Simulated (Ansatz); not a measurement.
## NiO2 monolayer (1T): relaxing the cell for a phonon run

Aim: bring NiO2 monolayer (1T) to small forces and stress, as phonons need.

Calculated with Ansatz 0.2.0; DFT PBEsol, scalar-relativistic, plane waves, PAW.

### 1. Starting point

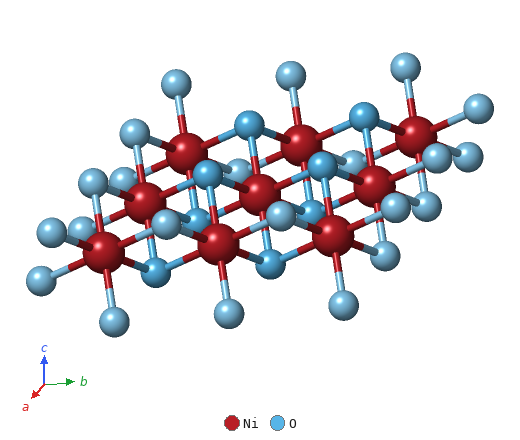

The starting structure, seen from a free direction (nickel red, oxygen blue). 2×2×1 cells are drawn. Some periodic images of atoms are drawn too.

The cell holds 3 atoms: 1 Ni and 2 O. Cell: a = 2.970 Å, b = 2.970 Å, c = 20.000 Å, α = 90.0°, β = 90.0°, γ = 120.0°. Vacuum lies along c.

### 2. A coarse first look

First a cheap look: the gap decides the mesh and the occupations, the pressure tells how far the cell has to move.

The program solves this slab on a cell height of its own, 28.3 Å, in place of the one typed.

input.yaml reads:

```yaml
crystal:
  lattice:
    - [2.97, 0.0, 0.0]
    - [-1.485, 2.5721, 0.0]
    - [0.0, 0.0, 20.0]
  atoms:
    - { symbol: Ni, position: [0.0, 0.0, 0.5] }
    - { symbol: O, position: [0.333333, 0.666667, 0.55635] }
    - { symbol: O, position: [0.666667, 0.333333, 0.44365] }
  periodic: [true, true, false]
kpoints:
  mp_grid: { grid: [9, 9, 1] }
hamiltonian:
  xc: pbesol
scf:
  occupations: { method: gaussian, width: 0.1 }
output:
  forces: true
  stress: true
  eigenvalues: true
```

Run with:

```bash
$ ansatz run input.yaml --threads 4 --pin off --max-ram 14336MiB --backend cpu --events-out ev --progress --plain --runs-dir out
```

Numbers of over 12 decimals in the logs are rounded to 6 here.

Output:

```text
[...]
--- Band table (eV; the first three rows and the last of 12) ---
  k-point 0: bands = [... 11 lower, -9.3841, -8.9952, -8.9952, -8.8536, -6.8833, -6.8833, -2.2085, -0.3747]
  k-point 1: bands = [... 11 lower, -9.3545, -9.2292, -8.8722, -8.6247, -7.1795, -6.9394, -1.7285, -0.0777]
  k-point 2: bands = [... 11 lower, -9.5000, -9.1515, -8.8142, -8.6302, -7.5941, -7.0207, -0.6002, 0.7382]
  k-point 11: bands = [... 11 lower, -10.5589, -9.5280, -8.9206, -8.9206, -7.3574, -7.3574, 2.9604, 4.2403]
[key lines of the parts left out:]
SCF converged after 9 iterations
Free energy (F): -6922.489758 eV
Fermi energy:    -8.098560 eV
P = ½ c Tr σ = -15.8485 N/m
```

Wall time 0.94 s (4 threads of Arm Neoverse V2, shared host); peak memory 0.47 GiB; 3 s of CPU time.

This run has no spin polarisation, although Ni can carry a moment.

Numbers from this step:

| Quantity | Value |
| --- | --- |
| gap on the k-mesh | 1.011 eV |
| direct gap on mesh | 1.036 eV |
| area per atom | 2.546 Å² |

The coarse mesh shows a gap of 1.01 eV.

### 3. Coarse relaxation

A rough relaxation comes first, because large forces or stress need no tight tolerances yet.

The program solves this slab on a cell height of its own, 28.3 Å, in place of the one typed.

input.yaml, as its differences from that of step 2:

```diff
@@ -20 +20,6 @@
   eigenvalues: true
+relax:
+  adjacent_minimum: "off"
+  f_tol: 0.05
+  max_steps: 80
+  cell: { stress_2d_tol: 0.02 }
```

Output:

```text
[...]
Crystal: 3 atoms, lattice volume = 216.249 Å³
Basis set: ecut = 420 eV, 4139 PW (Γ), exchange–correlation on 40×40×384 points (8 copies of the dense FFT grid, shifted against one another)
Bands: 19, of which v1, the nominal top of the filled ones, is band 15 counted from 1 (14 counted from 0)
Symmetry: 12 space group operations
[...]
F+E_penalty+E_count = -6923.83687265 eV   max|allowed force component| = 7.121e-4 eV/Å   (the final SCF, on the basis selected at the relaxed cell)
  cell:  # Å, volume = 189.9413 Å³
    - [2.783491, 0.0, 0]
    - [-1.391746, 2.410574, 0]
    - [0, 0, 28.308]
  atoms:
    - { symbol: Ni, position: [0, 0, 0.353257] }
    - { symbol: O, position: [0.333333, 0.666667, 0.386228] }
    - { symbol: O, position: [0.666667, 0.333333, 0.320286] }
[key lines of the parts left out:]
SCF converged after 7 iterations
Free energy (F): -6923.836873 eV
Fermi energy:    -7.369833 eV
P = ½ c Tr σ = -0.0075 N/m
```

Elapsed: 8.4 s, on 4 threads; peak memory 0.48 GiB; 29 s of CPU time.

The steps of the relaxation:

```csv
step,energy less that of the first step (eV),largest force component (eV/Å),volume (Å³)
1,0.0000,3.4041,216.25
2,-0.9850,1.6707,209.24
3,-1.2512,1.5069,189.02
4,-1.3487,0.1767,193.68
5,-1.3575,0.0097,191.27
6,-1.3584,0.0059,190.56
7*,-1.3469,0.0060,190.56
8,-1.3477,0.0006,189.94
9*,-1.3471,0.0007,189.94
```

Relaxation steps marked * repeat the geometry before them on a plane-wave basis chosen anew for their cell, so energy and pressure can jump there.

The run keeps the 12 symmetry operations that it works with, so distortions that break them were not tested.

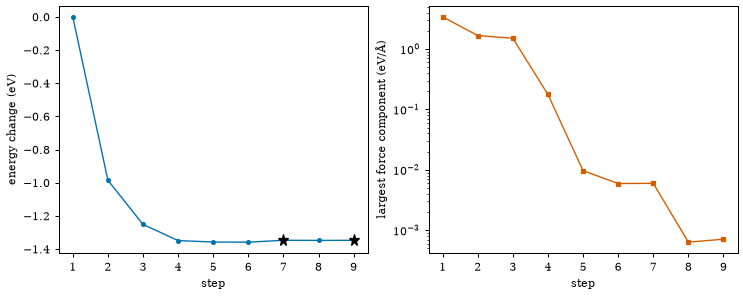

Energy and largest force along the relaxation. Stars mark steps on a basis chosen anew.

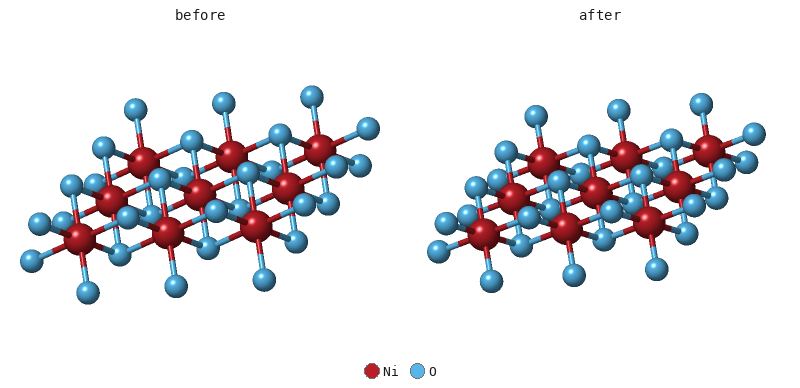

The structure before and after the relaxation, drawn at the same scale.

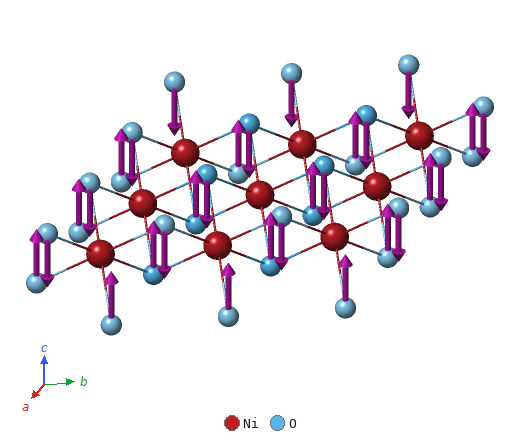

Displacements in the relaxation, exaggerated, measured against the changing cell; the longest in the cell stands for 0.19 Å. 2×2×1 cells are drawn. Some periodic images of atoms are drawn too.

```csv
cell as run,before,after,change
a (Å),2.970,2.783,-6.3 %
b (Å),2.970,2.783,-6.3 %
```

The atoms that moved most (Å, along periodic axes as changes of fractional coordinates times the final cell, across vacuum about the mean position):

```csv
atom,dx,dy,dz,length
O3,0.000,0.000,0.194,0.194
O2,0.000,0.000,-0.194,0.194
```

The relaxed structure:

```cif
data_structure
_symmetry_space_group_name_H-M 'P 1'
_symmetry_Int_Tables_number 1
_cell_length_a 2.7835
_cell_length_b 2.7835
_cell_length_c 28.3080
_cell_angle_alpha 90.000
_cell_angle_beta 90.000
_cell_angle_gamma 120.000
_cell_volume 189.94
loop_
_atom_site_label
_atom_site_type_symbol
_atom_site_fract_x
_atom_site_fract_y
_atom_site_fract_z
_atom_site_occupancy
Ni1 Ni 0.00000 0.00000 0.35326 1
O2 O 0.33333 0.66667 0.38623 1
O3 O 0.66667 0.33333 0.32029 1
```

This step gave:

```
gap on the k-mesh  : 1.363 eV
direct gap on mesh : 1.508 eV
area per atom      : 2.237 Å²
```

The relaxation ends with a largest force component of 7.1e-4 eV/Å.

### 4. Relaxation

Harmonic phonons are second derivatives at a point where the forces vanish, and they are wanted at zero stress, so atoms and cell are relaxed first.

input.yaml reads:

```yaml
crystal:
  lattice:
    - [2.7834911426, 0.0, 0.0]
    - [-1.3917455713, 2.4105740407, 0.0]
    - [0.0, 0.0, 28.308]
  atoms:
    - { symbol: Ni, position: [0.0, 0.0, 0.3532570298] }
    - { symbol: O, position: [0.3333333333, 0.6666666667, 0.3862275674] }
    - { symbol: O, position: [0.6666666667, 0.3333333333, 0.3202864922] }
  periodic: [true, true, false]
kpoints:
  mp_grid: { grid: [12, 12, 1] }
hamiltonian:
  xc: pbesol
scf:
  occupations: { method: gaussian, width: 0.02 }
output:
  forces: true
  stress: true
  eigenvalues: true
relax:
  adjacent_minimum: "off"
  f_tol: 0.005
  max_steps: 80
  cell: { stress_2d_tol: 0.02 }
```

Output:

```text
[...]
Crystal: 3 atoms, lattice volume = 189.941 Å³
Basis set: ecut = 420 eV, 3755 PW (Γ), exchange–correlation on 40×40×384 points (8 copies of the dense FFT grid, shifted against one another)
Bands: 19, of which v1, the nominal top of the filled ones, is band 15 counted from 1 (14 counted from 0)
[... 1 set-up line as in the run before ...]
[...]
k-points: 19 of 144
[...]
SCF iter   1: F=—  HF=-6923.851459 eV  |F-HF|=—  |Δ(HF+E_count)|=         —  Δρ=6.40e-3  dr2=3.95e-2  ethr=1.77e-3  ⟨swp⟩=12.5  Hψ=2845  notcnv=0
[...]
SCF iter   8: F=-6923.836973 eV  HF=-6923.836973 eV  |F-HF|=4.81e-8  |Δ(HF+E_count)|=   8.47e-8  Δρ=5.54e-6  dr2=5.10e-8  ethr=3.33e-10  ⟨swp⟩=13.3  Hψ=2312  notcnv=0
SCF 1 converged in 8 iterations: F = -6923.836973 eV  dr2 = 5.10e-8
[...]
relax step   1: F+E_penalty+E_count = -6923.83697340 eV  Δ(F+E_penalty+E_count) = +0.000e0 eV  max|allowed force component| = 2.314e-4 eV/Å  Δτ_max = 0.0000 Å  P = -0.009 N/m  Ω = 189.941 Å³  fix = [c, alpha, beta]  reactions: c +0.000 N/m  (8 SCF iters, dr2 threshold 1.00e-7 eV, accepted)
[...]
SCF iter   6: F=-6923.836973 eV  HF=-6923.836973 eV  |F-HF|=2.18e-11  |Δ(HF+E_count)|=  4.18e-11  Δρ=4.72e-8  dr2=1.90e-12  ethr=1.00e-12  ⟨swp⟩=12.6  Hψ=2536  notcnv=0
SCF 2 converged in 6 iterations: F = -6923.836973 eV  dr2 = 1.90e-12
relax step   2: F+E_penalty+E_count = -6923.83697344 eV  Δ(F+E_penalty+E_count) = -4.287e-8 eV  max|allowed force component| = 3.326e-4 eV/Å  Δτ_max = 0.0000 Å  P = -0.009 N/m  Ω = 189.941 Å³  fix = [c, alpha, beta]  reactions: c +0.000 N/m  stress off target by 9.39e-3 N/m on what of the cell is left free  SCF on the basis re-selected at this cell (its energy is not comparable with the rows above)  (6 SCF iters)
basis re-selected at this cell: Δ(F+E_penalty+E_count) = -4.287e-8 eV, ΔP = -0.000 N/m vs the last step (what re-selecting the basis moved, of the pressure what is left beyond the Pulay correction that the steps carried, after the strain that the cell walked since its last selection, with what the two solves' SCF thresholds leave and, on support functions, any second-order correction that the steps lacked; it is no m [...]
SCF converged after 6 iterations
Free energy (F): -6923.836973 eV
[...]
Internal energy: -6923.836973 eV  (E = F + TS)
E sigma→0 (E₀):  -6923.836973 eV
Fermi energy:    -7.404044 eV
[...]
--- Forces (eV/Å), atoms counted from 1 ---
  atom   1  Ni     0.00000000     0.00000000     0.00000000
  atom   2  O      0.00000000    -0.00000000    -0.00033263
  atom   3  O     -0.00000000     0.00000000     0.00033263
  max |Σ_I F_I| component: 0.00e0 eV/Å
--- 2D stress c σ (N/m, compression-positive) ---
       -0.009391      -0.000000       0.000000
       -0.000000      -0.009391      -0.000000
        0.000000       0.000000       0.000000
  P = ½ c Tr σ = -0.0094 N/m
--- Band table (eV; the first three rows and the last of 19) ---
  k-point 0: bands = [... 11 lower, -9.3872, -9.0480, -9.0480, -8.1281, -5.5979, -5.5979, -0.6934, -0.2673]
  k-point 1: bands = [... 11 lower, -9.2464, -9.1437, -8.8957, -8.0672, -5.8402, -5.6548, -0.4660, -0.0954]
  k-point 2: bands = [... 11 lower, -9.3402, -8.8425, -8.7124, -8.0754, -6.3900, -5.7719, 0.1519, 0.4117]
  k-point 18: bands = [... 11 lower, -10.8427, -9.7466, -8.6818, -8.6818, -6.3892, -6.3892, 6.5080, 6.6251]
--- Relaxed structure (1 steps of the walk, 1 accepted, 1 SCFs on fresh bases) ---
[...]
cell:  # Å, volume = 189.9413 Å³
    - [2.783491, 0.0, 0.0]
    - [-1.391746, 2.410574, 0.0]
    - [0.0, 0.0, 28.308]
  atoms:
    - { symbol: Ni, position: [0.0, 0.0, 0.353257] }
    - { symbol: O, position: [0.333333, 0.666667, 0.386228] }
    - { symbol: O, position: [0.666667, 0.333333, 0.3202864922] }
```

The job ended after 2.6 s (4 threads; peak memory 0.49 GiB; 9.4 s of CPU time).

Little changed from the start: no atom moved by 0.005 Å and no cell edge by 0.1 %.

Numbers from this step:

```
gap on the k-mesh  : 1.302 eV
direct gap on mesh : 1.530 eV
```

### 5. Tight relaxation

Phonons need a cell at rest on their own settings, so the relaxation is repeated with tight tolerances on forces and stress, using the mesh and the filling of the phonon run that follows.

input.yaml, the sections that differ from step 4:

```yaml
scf:
  occupations: { method: fixed }
output:
  forces: true
  stress: true
  eigenvalues: true
  write_density: true
  write_potential: true
  elf: true
  volumetric_format: npy
relax:
  adjacent_minimum: "off"
  f_tol: 0.001
  max_steps: 60
  cell: { stress_2d_tol: 0.002 }
# crystal, kpoints, hamiltonian: as in step 4
```

Output:

```text
[...]
Crystal: 3 atoms, lattice volume = 189.941 Å³
Basis set: ecut = 420 eV, 3755 PW (Γ), exchange–correlation on 40×40×384 points (8 copies of the dense FFT grid, shifted against one another)
Bands: 19, of which v1, the nominal top of the filled ones, is band 15 counted from 1 (14 counted from 0)
[... 1 set-up line as in the run before ...]
[...]
k-points: 19 of 144
[...]
k-point 18: bands = [... 11 lower, -10.8432, -9.7468, -8.6819, -8.6819, -6.3891, -6.3891, 6.5088, 6.6262]
--- Relaxed structure (3 steps of the walk, 3 accepted, 1 SCFs on fresh bases) ---
[...]
cell:  # Å, volume = 189.9255 Å³
    - [2.783375, 0.0, 0]
    - [-1.391687, 2.410473, 0]
    - [0, 0, 28.308]
  atoms:
    - { symbol: Ni, position: [0, 0, 0.353257] }
    - { symbol: O, position: [0.333333, 0.666667, 0.386229] }
    - { symbol: O, position: [0.666667, 0.333333, 0.320285] }
[key lines of the parts left out:]
SCF converged after 8 iterations
Free energy (F): -6923.836935 eV
Fermi energy:    -8.055389 eV
P = ½ c Tr σ = -0.0006 N/m
```

The job ended after 5.2 s (4 threads; peak memory 0.49 GiB; 19 s of CPU time).

Little changed from the start: no atom moved by 0.005 Å and no cell edge by 0.1 %.

This step gave:

```
gap on the k-mesh : 1.303 eV
area per atom     : 2.236 Å²
```

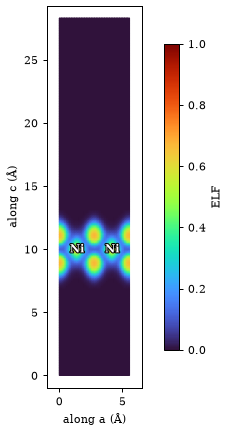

ELF in the ac plane at fractional y = 0.000, with atoms of Ni within 0.2 Å of it. It is the smooth field of the valence electrons, not physical close to the nuclei. The map starts off the cell's origin, so that atoms lie inside it.

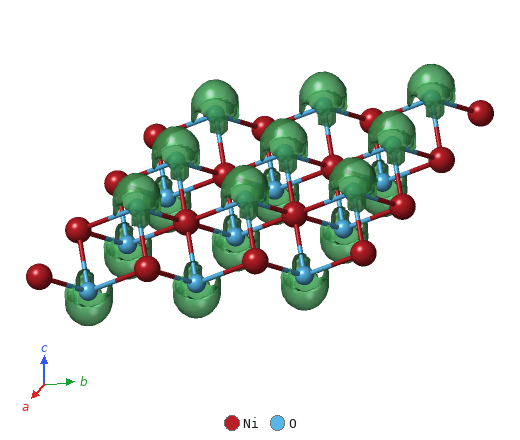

Surface of ELF = 0.81. 3×3×1 cells are drawn.

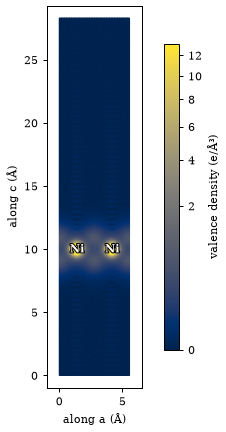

Valence density in the ac plane at fractional y = 0.000, with atoms of Ni within 0.2 Å of it. It is the smooth field of the valence electrons, not physical close to the nuclei. The map starts off the cell's origin, so that atoms lie inside it. The colour scale is stretched toward low values.

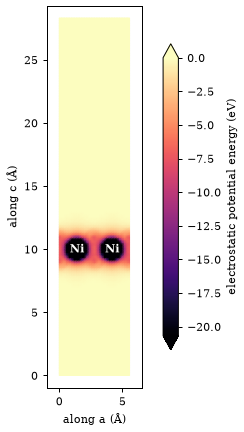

Electrostatic potential energy in the ac plane at fractional y = 0.000, with atoms of Ni within 0.2 Å of it. With pseudopotentials it is smooth inside the atoms' cores, unlike the true potential. The map starts off the cell's origin, so that atoms lie inside it.

The largest force component left is 0.023 meV/Å, within the tolerances set.

### 6. Summary of results

- space group after relaxation (within 0.01 Å): P-3m1
- lattice constant a: 2.783 Å
- lattice constant b: 2.783 Å
- area per atom: 2.24 Å²
- gap on the k-mesh: 1.30 eV

**Reading.** The largest force component left is 0.023 meV/Å, within the tolerances set. The relaxation keeps the symmetry of its start, so it says nothing on stability against lower symmetry. The starting cell was built on a prototype and not taken from a measurement.

[Logs are printed without paths, hosts, clocks, repeated set-up lines and the standing remarks that a program may print on its own settings, such as how far it seeks lower states.]

[Hosts, paths, dates, database ids (printed as entryN), source tags and the programs' standing remarks are cut or masked in the printed files.]
